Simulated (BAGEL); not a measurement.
# AlNH4O2 (SMILES [NH2][Al]([OH])[OH]): a chain of runs

We compute a single-point energy (HF/6-31G*), then the energy (NEVPT2(2,2)/6-31G*), then a single-point energy (CASPT2(2,2)/6-31G*) of AlNH4O2. 

The results are computed with BAGEL 1.2.2.

1 further run of the same task is left out (set aside as unsound or not needed).

## (1) Starting point

The species is AlNH4O2 (8 atoms), meant as a singlet with charge 0. SMILES: `[NH2][Al]([OH])[OH]`. The N1–H5 distance was set to 1.910 Å, away from the relaxed value. At this shape a bond of the SMILES string is far longer than usual.

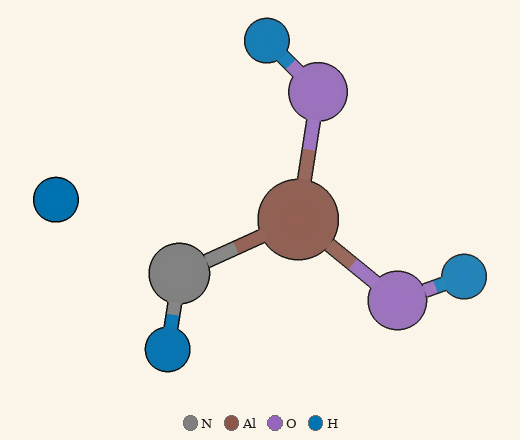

Viewed from a chosen angle; nitrogen grey, aluminium brown, oxygen purple, hydrogen blue.

## (2) A single-point energy at HF/6-31G(d) (density fitting with svp-jkfit, spherical functions) (run 1)

job.json reads:

```json
{ "bagel" : [

{
  "title" : "molecule",
  "basis" : "6-31gs.json",
  "df_basis" : "svp-jkfit",
  "geometry" : [
    { "atom" : "N", "xyz" : [ -1.85381755,  1.23150617,  0.58620249 ] },
    { "atom" : "Al", "xyz" : [ -0.95563072, -1.95306030,  0.25701220 ] },
    { "atom" : "O", "xyz" : [  1.96872046, -2.88242760, -0.66082778 ] },
    { "atom" : "O", "xyz" : [ -3.15149248, -4.18633863,  0.89838525 ] },
    { "atom" : "H", "xyz" : [  0.25095563,  4.10070569, -0.01700754 ] },
    { "atom" : "H", "xyz" : [ -3.59085380,  1.78160544,  1.13176642 ] },
    { "atom" : "H", "xyz" : [  3.32478792, -1.76314282, -1.06107177 ] },
    { "atom" : "H", "xyz" : [ -2.79754678, -5.95077591,  0.76043524 ] }
  ]
},
{
  "title" : "hf",
  "charge" : 0
},
{
  "title" : "print",
  "file" : "orbitals.molden",
  "orbitals" : true
}

]}
```

The basis set 6-31G* is read from a file made from the Basis Set Exchange's data (not shown).

On the command line:

```console
$ BAGEL_NUM_THREADS=1 BAGEL job.json > job.out
```

Log:

```text
* using 1 threads per process

  ===============================================================
  ===============================================================

  *** Geometry ***

  { "atom" : "N", "xyz" : [     -1.853818,      1.231506,      0.586202 ] },
  { "atom" : "Al", "xyz" : [     -0.955631,     -1.953060,      0.257012 ] },
  { "atom" : "O", "xyz" : [      1.968720,     -2.882428,     -0.660828 ] },
  { "atom" : "O", "xyz" : [     -3.151492,     -4.186339,      0.898385 ] },
  { "atom" : "H", "xyz" : [      0.250956,      4.100706,     -0.017008 ] },
  { "atom" : "H", "xyz" : [     -3.590854,      1.781605,      1.131766 ] },
  { "atom" : "H", "xyz" : [      3.324788,     -1.763143,     -1.061072 ] },
  { "atom" : "H", "xyz" : [     -2.797547,     -5.950776,      0.760435 ] },

  Number of auxiliary basis functions:      431

  Since a DF basis is specified, we compute 2- and 3-index integrals:
    o Being stored without compression. Storage requirement is 0.016 GB

  Number of basis functions:       68
  Number of electrons      :       40

    * METHOD: MOLECULE                             0.17

  *** RHF ***

  === Nuclear Repulsion ===
   158.8003928874

      * DIIS with orbital gradients will be used.

  === RHF iteration (6-31gs.json) ===
      0       -447.80224758          0.03797691           0.04
      1       -448.05150506          0.02941899           0.04
      2       -448.34648536          0.00293629           0.04
      3       -448.35029822          0.00163400           0.04
      4       -448.35154160          0.00026550           0.04
      5       -448.35162265          0.00008013           0.04
      6       -448.35163004          0.00002074           0.04
      7       -448.35163033          0.00000874           0.04
      8       -448.35163037          0.00000261           0.04
      9       -448.35163038          0.00000101           0.04
     10       -448.35163038          0.00000041           0.04
     11       -448.35163038          0.00000015           0.04
     12       -448.35163038          0.00000008           0.04
     13       -448.35163038          0.00000004           0.04
     14       -448.35163038          0.00000001           0.04
     15       -448.35163038          0.00000001           0.04
    * SCF iteration converged.

    * Permanent dipole moment:
           (   -0.361642,    -0.472116,     0.103766) a.u.

    * METHOD: HF                                   0.71

    * METHOD: PRINT                                0.01

  ===============================================================
```

It took 1 s on 1 thread of Arm Neoverse V1, shared host; peak memory 0.15 GiB.

## (3) The energy at NEVPT2(2,2)/6-31G(d) (density fitting with svp-jkfit, spherical functions) (run 2)

job.json reads:

```json
{ "bagel": [

{
  "title": "molecule",
  "basis": "6-31gs.json",
  "df_basis": "svp-jkfit",
  "geometry": [
    { "atom": "N", "xyz": [ -1.85381755,  1.23150617,  0.58620249 ] },
    { "atom": "Al", "xyz": [ -0.95563072, -1.95306030,  0.25701220 ] },
    { "atom": "O", "xyz": [  1.96872046, -2.88242760, -0.66082778 ] },
    { "atom": "O", "xyz": [ -3.15149248, -4.18633863,  0.89838525 ] },
    { "atom": "H", "xyz": [  0.25095563,  4.10070569, -0.01700754 ] },
    { "atom": "H", "xyz": [ -3.59085380,  1.78160544,  1.13176642 ] },
    { "atom": "H", "xyz": [  3.32478792, -1.76314282, -1.06107177 ] },
    { "atom": "H", "xyz": [ -2.79754678, -5.95077591,  0.76043524 ] }
  ]
},
{ "title": "hf" },
{ "title": "casscf", "nstate": 1, "nact": 2, "nclosed": 19, "active": [19, 21], "maxiter": 200, "natocc": "true" },
{ "title": "nevpt2", "nstate": 1, "nact": 2, "nclosed": 19, "active": [19, 21], "maxiter": 200, "natocc": "true", "ncore": 8 },
{ "title": "print", "file": "orbitals.molden", "orbitals": "true" }

]}
```

The basis set 6-31G* is read from a file made from the Basis Set Exchange's data (not shown).

On the command line:

```console
$ BAGEL_NUM_THREADS=1 BAGEL job.json > job.out
```

Log:

```text
* using 1 threads per process

  ===============================================================
  ===============================================================

  *** Geometry ***

  { "atom" : "N", "xyz" : [     -1.853818,      1.231506,      0.586202 ] },
  { "atom" : "Al", "xyz" : [     -0.955631,     -1.953060,      0.257012 ] },
  { "atom" : "O", "xyz" : [      1.968720,     -2.882428,     -0.660828 ] },
  { "atom" : "O", "xyz" : [     -3.151492,     -4.186339,      0.898385 ] },
  { "atom" : "H", "xyz" : [      0.250956,      4.100706,     -0.017008 ] },
  { "atom" : "H", "xyz" : [     -3.590854,      1.781605,      1.131766 ] },
  { "atom" : "H", "xyz" : [      3.324788,     -1.763143,     -1.061072 ] },
  { "atom" : "H", "xyz" : [     -2.797547,     -5.950776,      0.760435 ] },

  Number of auxiliary basis functions:      431

  Since a DF basis is specified, we compute 2- and 3-index integrals:
    o Being stored without compression. Storage requirement is 0.016 GB

  Number of basis functions:       68
  Number of electrons      :       40

    * METHOD: MOLECULE                             0.18

  *** RHF ***

  === Nuclear Repulsion ===
   158.8003928874

      * DIIS with orbital gradients will be used.

  === RHF iteration (6-31gs.json) ===
      0       -447.80224758          0.03797691           0.04
      1       -448.05150506          0.02941899           0.04
      2       -448.34648536          0.00293629           0.04
      3       -448.35029822          0.00163400           0.04
      4       -448.35154160          0.00026550           0.04
      5       -448.35162265          0.00008013           0.04
      6       -448.35163004          0.00002074           0.04
      7       -448.35163033          0.00000874           0.04
      8       -448.35163037          0.00000261           0.04
      9       -448.35163038          0.00000101           0.03
     10       -448.35163038          0.00000041           0.04
     11       -448.35163038          0.00000015           0.04
     12       -448.35163038          0.00000008           0.04
     13       -448.35163038          0.00000004           0.04
     14       -448.35163038          0.00000001           0.04
     15       -448.35163038          0.00000001           0.04
    * SCF iteration converged.

    * Permanent dipole moment:
           (   -0.361642,    -0.472116,     0.103766) a.u.

    * METHOD: HF                                   0.70

  ---------------------------
      CASSCF calculation
  ---------------------------

    ==== Active orbitals : =====
         Orbital 19
         Orbital 21
    ============================

    * nstate   :      1
    * nclosed  :     19
    * nact     :      2
    * nvirt    :     47
  === CASSCF iteration (6-31gs.json) ===

    * Using the second-order algorithm

      0  0      -448.39439894     4.91e-03      0.01

      1  0      -448.41971302     1.10e-03      0.20

      2  0      -448.42036824     1.78e-04      0.21

      3  0      -448.42037676     2.30e-05      0.21

      4  0      -448.42037689     2.83e-06      0.22

      5  0      -448.42037689     3.81e-07      0.20

      6  0      -448.42037689     6.20e-08      0.18

      7  0      -448.42037689     1.23e-08      0.18

      8  0      -448.42037689     2.67e-09      0.16

    * Second-order optimization converged. *

     guess   0:   closed 1.                   open ..

  === FCI iteration ===

      0  0      -448.34712345     9.44e-02      0.00
      1  0      -448.41953498     9.74e-03      0.00
      2  0 *    -448.42037689     1.08e-15      0.00

     * ci vector, state   0, <S^2> = 0.0000
       2.     0.9320535010
       .2    -0.3623206747

    * METHOD: CASSCF                               1.67

    * freezing 8 orbitals

  === DF-NEVPT2 calculation ===

    * 3-index integral transformation done
    * assembly done

      NEVPT2 correlation energy:   -0.5480261779      0.10

          (+0)     -0.4908162026
          (+0)'    -0.0166118827
          (+1)     -0.0080271409
          (+1)'     0.0000000000
          (+2)     -0.0004174284
          (-1)     -0.0308131172
          (-1)'     0.0000000000
          (-2)     -0.0013404060

      NEVPT2 total energy:       -448.9684030671

    * METHOD: NEVPT2                               0.18

    * METHOD: PRINT                                0.01

  ===============================================================
```

Wall time 2.9 s (1 thread of Arm Neoverse V1, shared host); peak memory 0.15 GiB.

## (4) The energy at CASPT2(2,2)/6-31G(d) (density fitting with svp-jkfit, spherical functions) (run 3)

input.json reads:

```json
{ "bagel" : [

{
  "title" : "molecule",
  "basis" : "6-31gs.json",
  "df_basis" : "svp-jkfit",
  "angstrom" : false,
  "geometry" : [
    { "atom" : "N", "xyz" : [    -1.85381755,     1.23150617,     0.58620249 ] },
    { "atom" : "Al", "xyz" : [    -0.95563072,    -1.95306030,     0.25701220 ] },
    { "atom" : "O", "xyz" : [     1.96872046,    -2.88242760,    -0.66082778 ] },
    { "atom" : "O", "xyz" : [    -3.15149248,    -4.18633863,     0.89838525 ] },
    { "atom" : "H", "xyz" : [     0.25095563,     4.10070569,    -0.01700754 ] },
    { "atom" : "H", "xyz" : [    -3.59085380,     1.78160544,     1.13176642 ] },
    { "atom" : "H", "xyz" : [     3.32478792,    -1.76314282,    -1.06107177 ] },
    { "atom" : "H", "xyz" : [    -2.79754678,    -5.95077591,     0.76043524 ] }
  ]
},

{ "title" : "hf" },

{ "title" : "casscf", "nstate" : 1, "nact" : 2, "nclosed" : 19, "active" : [19, 21], "maxiter" : 200, "natocc" : true },

{ "title" : "print", "file" : "orbitals.molden", "orbitals" : true },

{ "title" : "smith", "method" : "caspt2", "ms" : true, "xms" : true, "sssr" : true, "shift" : 0.2, "shift_imag" : true, "ncore" : 8 }

]}
```

The basis set 6-31G* is read from a file made from the Basis Set Exchange's data (not shown).

On the command line:

```console
$ BAGEL_NUM_THREADS=1 BAGEL input.json > input.out
```

Log:

```text
* using 1 threads per process

  ===============================================================
  ===============================================================

  *** Geometry ***

  { "atom" : "N", "xyz" : [     -1.853818,      1.231506,      0.586202 ] },
  { "atom" : "Al", "xyz" : [     -0.955631,     -1.953060,      0.257012 ] },
  { "atom" : "O", "xyz" : [      1.968720,     -2.882428,     -0.660828 ] },
  { "atom" : "O", "xyz" : [     -3.151492,     -4.186339,      0.898385 ] },
  { "atom" : "H", "xyz" : [      0.250956,      4.100706,     -0.017008 ] },
  { "atom" : "H", "xyz" : [     -3.590854,      1.781605,      1.131766 ] },
  { "atom" : "H", "xyz" : [      3.324788,     -1.763143,     -1.061072 ] },
  { "atom" : "H", "xyz" : [     -2.797547,     -5.950776,      0.760435 ] },

  Number of auxiliary basis functions:      431

  Since a DF basis is specified, we compute 2- and 3-index integrals:
    o Being stored without compression. Storage requirement is 0.016 GB

  Number of basis functions:       68
  Number of electrons      :       40

    * METHOD: MOLECULE                             0.17

  *** RHF ***

  === Nuclear Repulsion ===
   158.8003928874

      * DIIS with orbital gradients will be used.

  === RHF iteration (6-31gs.json) ===
      0       -447.80224758          0.03797691           0.04
      1       -448.05150506          0.02941899           0.04
      2       -448.34648536          0.00293629           0.04
      3       -448.35029822          0.00163400           0.04
      4       -448.35154160          0.00026550           0.04
      5       -448.35162265          0.00008013           0.04
      6       -448.35163004          0.00002074           0.04
      7       -448.35163033          0.00000874           0.04
      8       -448.35163037          0.00000261           0.04
      9       -448.35163038          0.00000101           0.04
     10       -448.35163038          0.00000041           0.04
     11       -448.35163038          0.00000015           0.04
     12       -448.35163038          0.00000008           0.04
     13       -448.35163038          0.00000004           0.04
     14       -448.35163038          0.00000001           0.04
     15       -448.35163038          0.00000001           0.04
    * SCF iteration converged.

    * Permanent dipole moment:
           (   -0.361642,    -0.472116,     0.103766) a.u.

    * METHOD: HF                                   0.72

  ---------------------------
      CASSCF calculation
  ---------------------------

    ==== Active orbitals : =====
         Orbital 19
         Orbital 21
    ============================

    * nstate   :      1
    * nclosed  :     19
    * nact     :      2
    * nvirt    :     47
  === CASSCF iteration (6-31gs.json) ===

    * Using the second-order algorithm

      0  0      -448.39439894     4.91e-03      0.01

      1  0      -448.41971302     1.10e-03      0.19

      2  0      -448.42036824     1.78e-04      0.20

      3  0      -448.42037676     2.30e-05      0.20

      4  0      -448.42037689     2.83e-06      0.22

      5  0      -448.42037689     3.81e-07      0.22

      6  0      -448.42037689     6.20e-08      0.20

      7  0      -448.42037689     1.23e-08      0.18

      8  0      -448.42037689     2.67e-09      0.16

    * Second-order optimization converged. *

     guess   0:   closed 1.                   open ..

  === FCI iteration ===

      0  0      -448.34712345     9.44e-02      0.00
      1  0      -448.41953498     9.74e-03      0.00
      2  0 *    -448.42037689     1.08e-15      0.00

     * ci vector, state   0, <S^2> = 0.0000
       2.     0.9320535010
       .2    -0.3623206747

    * METHOD: CASSCF                               1.67

    * METHOD: PRINT                                0.01

  === SMITH program ===

    * freezing 8 orbitals

    * Approximate memory requirement for SMITH calulation per MPI process:
      o Storage requirement for T-amplitude, lambda, and residual is 0.01 GB
      o Storage requirement for MO integrals is 0.00 GB
    * Calculating and saving rdm4f

    * Zeroth order energy : state  0       -0.6541540008

    * CASPT2 iteration is performed using orthogonal basis

      -------------------------------------------  CASPT2 iteration  ---------------------------------------------------
       #      aibj      arbs      arbi      airj      risj      airs      arst      rist         Etot      error   time
      ------------------------------------------------------------------------------------------------------------------

       0  -0.48921  -0.00168  -0.03238  -0.00858  -0.00061  -0.01633  -0.00000  -0.00000   -0.5487996  0.0009255   0.05
       1  -0.48925  -0.00168  -0.03245  -0.00861  -0.00063  -0.01647  -0.00000  -0.00000   -0.5490937  0.0001008   0.05
       2  -0.48925  -0.00169  -0.03245  -0.00861  -0.00063  -0.01647  -0.00000  -0.00000   -0.5490979  0.0000139   0.05
       3  -0.48925  -0.00169  -0.03245  -0.00861  -0.00063  -0.01647   0.00000  -0.00000   -0.5490980  0.0000017   0.05
       4  -0.48925  -0.00169  -0.03245  -0.00861  -0.00063  -0.01647   0.00000   0.00000   -0.5490980  0.0000002   0.05

      ------------------------------------------------------------------------------------------------------------------

    * CASPT2 energy : state  0     -448.9718150032
        w/o shift correction       -448.9694748552
        reference weight              0.8585753390

    * METHOD: SMITH                                0.38

  ===============================================================
```

Run time: 3.3 s. Hardware: 1 thread of Arm Neoverse V1, shared host; peak memory 0.15 GiB.

## (5) Summary of results

| quantity | value |
| --- | --- |
| run 1, HF/6-31G*: total energy | -448.35163 Eh |
| run 1, HF/6-31G*: dipole moment | 1.53 D |
| run 1, HF/6-31G*: HOMO energy | -10.99 eV |
| run 1, HF/6-31G*: LUMO energy | 0.65 eV |
| run 1, HF/6-31G*: HOMO–LUMO gap | 11.64 eV |
| run 2, NEVPT2(2,2)/6-31G*: total energy | -448.96840 Eh |
| run 3, CASPT2(2,2)/6-31G*: total energy | -448.97182 Eh |
